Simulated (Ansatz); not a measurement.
**CH₆BNSi: small, medium and large basis sets**

Aim: see how fast density functionals converge with the basis set for CH₆BNSi.

Method: one geometry, several basis sets; program: Ansatz 0.2.0, Gaussian basis.

Plan: PBE0-D4/def2-SVP; ωB97M-V/def2-SVP; PBE0-D4/def2-QZVPP; ωB97M-V/def2-QZVPP; the functionals' def2-TZVPP values are taken from earlier runs.

### 1 The geometry

All runs share one geometry, relaxed beforehand with PBE0-D4 in a triple-zeta def2 set.

SMILES `[SiH3]C1BN1`, 10 atoms, charge 0, spin multiplicity 1.

Atoms are counted from 1 here; the program's logs count them from 0.

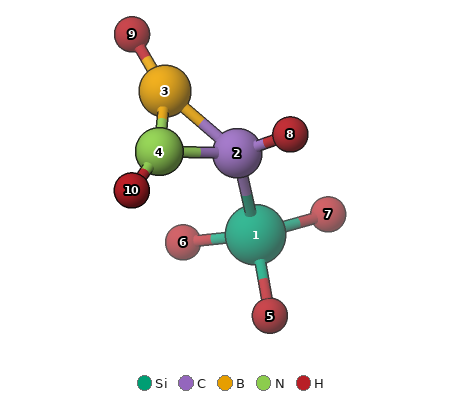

The geometry (silicon teal, carbon purple, boron amber, nitrogen green, hydrogen red); atoms are numbered from 1 in the order of the file.

### 2 PBE0-D4 in def2-SVP

in.yaml reads:

```yaml
crystal:
  periodic: [false, false, false]
  atoms:
    - {symbol: Si, position_ang: [-1.120018, 0.712525, -0.532170]}
    - {symbol: C, position_ang: [0.617107, 0.095402, -0.261093]}
    - {symbol: B, position_ang: [1.127533, -0.340565, 1.160578]}
    - {symbol: N, position_ang: [0.832980, -1.280684, 0.253828]}
    - {symbol: H, position_ang: [-1.774962, 0.070749, -1.709310]}
    - {symbol: H, position_ang: [-1.949274, 0.408503, 0.667075]}
    - {symbol: H, position_ang: [-1.105551, 2.183110, -0.761881]}
    - {symbol: H, position_ang: [1.358665, 0.426010, -0.992726]}
    - {symbol: H, position_ang: [1.497711, -0.131805, 2.263739]}
    - {symbol: H, position_ang: [0.598908, -2.194345, -0.085040]}
basis:
  gaussian: {orbitals: def2-SVP}
hamiltonian: {xc: pbe0, dispersion: d4}
output: {orbitals: {seedname: orbitals}}
```

Command:

```console
$ ansatz run in.yaml --threads 2 --pin off --events-out ev --progress --plain --max-ram 4352MiB
```

The runs that follow: ωB97M-V in def2-SVP; PBE0-D4 in def2-QZVPP; ωB97M-V in def2-QZVPP.

Q: Predict the results of all the runs planned. Wanted: PBE0-D4: double and triple zeta above quadruple; ωB97M-V: double and triple zeta above quadruple.

As calculated:

```
                                       quantity          value
PBE0-D4: double and triple zeta above quadruple  6.81, 0.46 eV
ωB97M-V: double and triple zeta above quadruple  6.97, 0.43 eV
```

In words: PBE0-D4 gains 6.35 eV from double to triple zeta, then 0.46 eV more. Total energies overstate the basis error of differences, where much of it tends to cancel. The LUMO of ωB97M-V is positive and keeps falling with the basis (2.16 to 1.39 eV): an unbound level that the basis holds in place.
